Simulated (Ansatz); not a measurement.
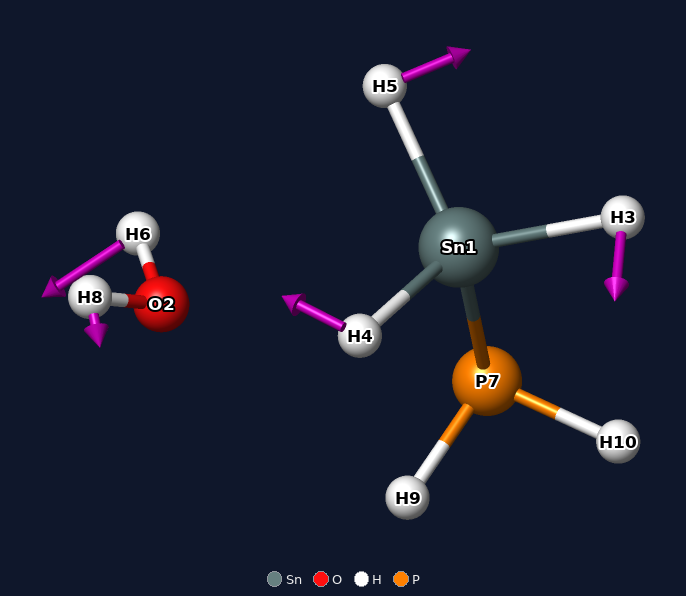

The arrows show one normal mode. Harmonic vibrations computed with RKS PBE0-D4/def2-TZVP, core potentials on Sn (Ansatz 0.2.0) at a stationary point of the same level.

Estimate its harmonic wavenumber.

134 cm⁻¹; it is mode 5 of 24 counted from the lowest.
